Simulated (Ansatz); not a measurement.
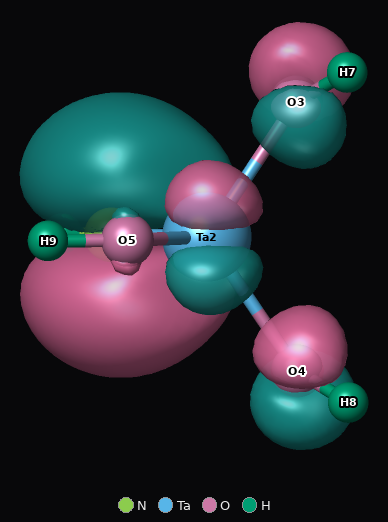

H4NO3Ta (SMILES [NH]=[Ta]([OH])([OH])[OH]). One frontier orbital at ±0.1 Å⁻³ᐟ² (teal and pink are the two phases), seen at a tilt.

Geometry: PBE0-D4/def2-TZVP; core potentials replace the inner electrons of Ta.

Theory: Ansatz 0.2.0, RKS PBE0-D4/def2-TZVPP.

```csv
atom,x (Å),y (Å),z (Å)
N,-0.3510,1.2325,-1.2898
Ta,0.0211,-0.0119,-0.0904
O,1.9021,-0.3979,-0.2027
O,-1.0584,-1.5547,-0.4829
O,-0.3864,0.6044,1.6708
H,-0.5397,1.8920,-2.0236
H,2.4374,-0.9205,0.3946
H,-1.1949,-2.3366,0.0521
H,-0.7418,1.4462,1.9548
```

Question: Which orbital is it: HOMO or LUMO?

Answer: The HOMO, at −7.21 eV. It lies mainly on N1 (about 60 %), Ta2 (about 20 %), O3 (about 5 %) and O4 (about 5 %).
